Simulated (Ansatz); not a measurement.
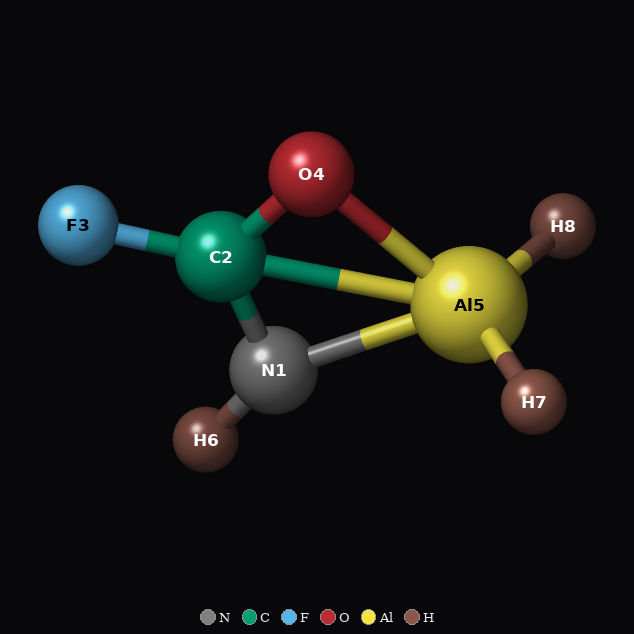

Atoms carry their numbers in the input. Computed geometry: PBE-D4/def2-SVP optimisation. No frequency run is at hand to confirm it as a minimum.

List the bonds and their lengths.

```tsv
bond	length (Å)
N1–C2	1.315
N1–Al5	1.974
N1–H6	1.020
C2–F3	1.327
C2–O4	1.271
C2–Al5	2.302
O4–Al5	1.973
Al5–H7	1.593
Al5–H8	1.592
```
